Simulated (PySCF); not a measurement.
## Excited-state calculation, with input and output: GeN2H4

System: GeN2H4.
Method: TDDFT (PBE0)/aug-pc-1, RKS (PySCF 2.14.0).

The geometry comes from this level: PBE0-D4/def2-TZVP.

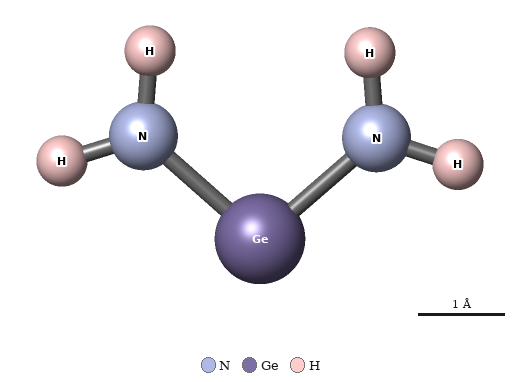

*The structure (ball-and-stick view, seen on its broad side). Sticks mark near contacts.*

Bond lengths as drawn: Ge–N 1.83 Å and H–N 1.01 Å.

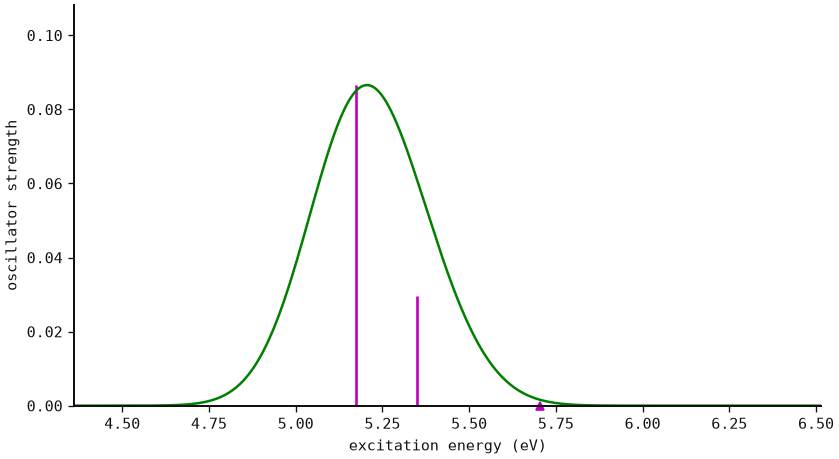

*Computed excitations as sticks (degenerate states added up, dark ones marked on the axis), with a Gaussian envelope of 0.35 eV full width at half maximum, scaled to the tallest.*

Of the 3 states the lowest lies at 5.17 eV (f = 0.087); the strongest line is at 5.17 eV, or 240 nm (f = 0.087).

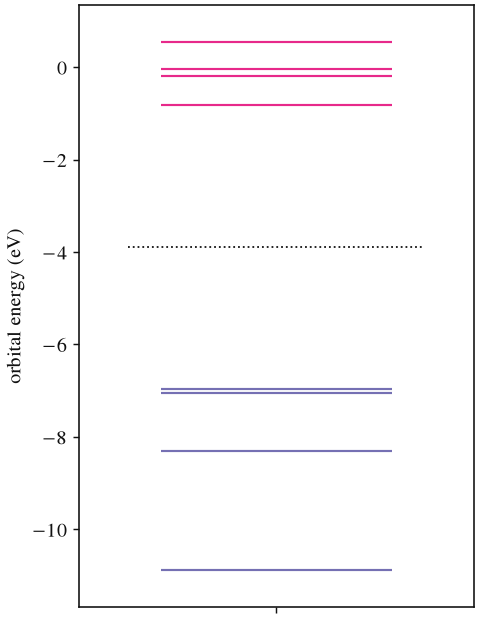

*Orbital energies near the frontier; the dotted line parts filled from empty levels, and levels within 0.02 eV of each other stand side by side.*

Highest filled −6.96 eV, lowest empty −0.83 eV, 6.13 eV apart.

The input and output of the run follow.

The input (run.py)
```python
from pyscf import gto, dft, tdscf

mol = gto.M(
    atom=[
    ('N', (-1.179700, 0.092100, -0.683900)),
    ('Ge', (-0.069700, -1.237600, -0.102500)),
    ('N', (1.194700, -0.165000, 0.665000)),
    ('H', (-2.029900, -0.124000, -1.176400)),
    ('H', (-1.047800, 1.084700, -0.566600)),
    ('H', (1.191600, 0.842500, 0.702200)),
    ('H', (2.002000, -0.560700, 1.116500)),
],
    basis='aug-pc-1',
    verbose=3,
    max_memory=1860,
    spin=0,
)

calc0 = dft.RKS(mol, xc='pbe0')
calc0.grids.level = 4
calc0.conv_tol = 1e-10
calc0.kernel()
if not calc0.converged:
    calc0 = calc0.newton().run(calc0.mo_coeff, calc0.mo_occ)

e_tot = calc0.e_tot
print('E(%s) = %.9f' % ('PBE0', e_tot))

td = tdscf.TDDFT(calc0)
td.nstates = 3
td.kernel()
td.analyze()
roots = td.e * 27.211386
osc = td.oscillator_strength()
print('state   eV      nm      f')
for i, (w, f) in enumerate(zip(roots, osc), 1):
    print('%3d %9.4f %8.1f %9.5f' % (i, w, 1239.842 / w, f))
```

Command:
```bash
OMP_NUM_THREADS=1 python run.py
```

The program's output
```
converged SCF energy = -2188.46134962298
E(PBE0) = -2188.461349623
Excitation energies (eV)
[5.17399647 5.35041145 5.70320948]

** Singlet excitation energies and oscillator strengths **
state   eV      nm      f
  1    5.1740    239.6   0.08655
  2    5.3504    231.7   0.02965
  3    5.7032    217.4   0.00000
```

Key numbers

- outcome: converged
- total energy: −2188.461350 hartree
- basis functions: 118
- HOMO: −6.96 eV
- LUMO: −0.83 eV
- dipole moment: 1.41 D
- lowest excitation: 5.17 eV
- hardware: 1 thread of Arm Neoverse V2, 24 GiB of memory available, shared host
- wall time: 6.7 min
- peak memory: 0.91 GiB
